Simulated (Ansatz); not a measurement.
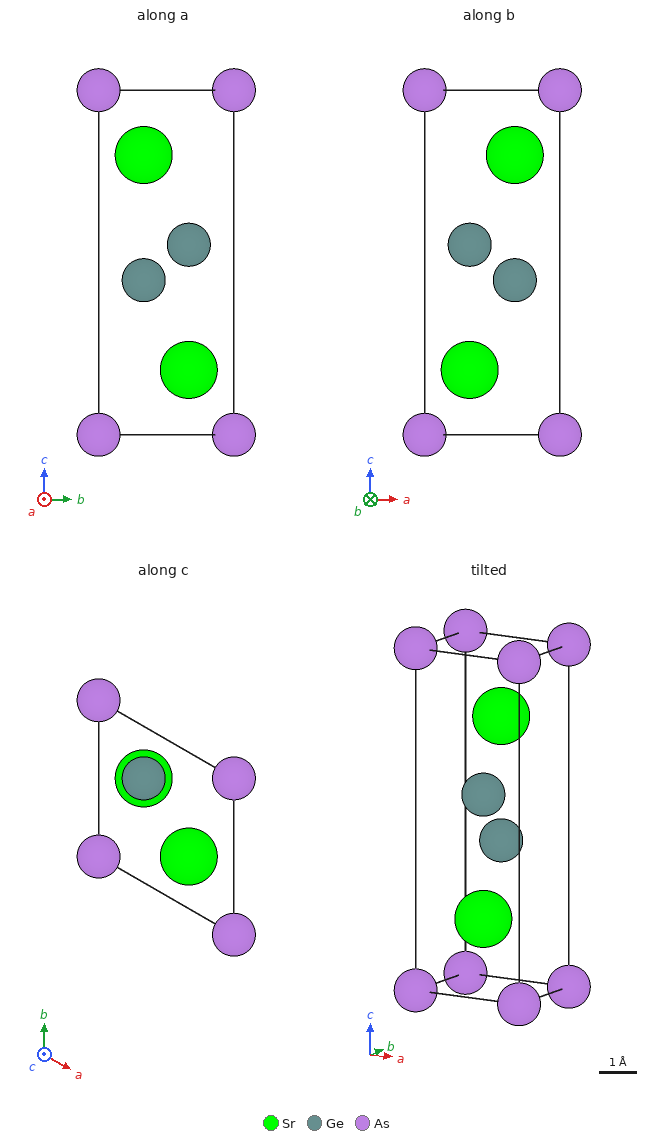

The crystal in a spheres-only representation, seen along the a axis, along the b axis, along the c axis and slightly off an axis. The wireframe shows the conventional unit cell.

Lattice parameters: a = 4.281 Å, b = 4.281 Å, c = 9.441 Å, α = 90.00°, β = 90.00°, γ = 120.00°. Put a along x and b in the xy plane.

### Put the structure into a POSCAR file, with free fractional coordinates to two decimals.

```
Sr Ge As
1.0
     4.281    0.000    0.000
    -2.141    3.708    0.000
     0.000    0.000    9.441
Sr Ge As
2 2 1
Direct
  0.3333 0.6667 0.19
  0.6667 0.3333 0.81
  0.3333 0.6667 0.55
  0.6667 0.3333 0.45
  0.00 0.00 0.00
```

Provenance: a structure type filled with these elements by a generator (whether the compound takes this form wasn't checked). Earlier steps of the study, as a rule a relaxation of our own, may have changed the cell and positions, so they can lie some per cent off the listed ones. An electronic-structure calculation with Ansatz was run on it.
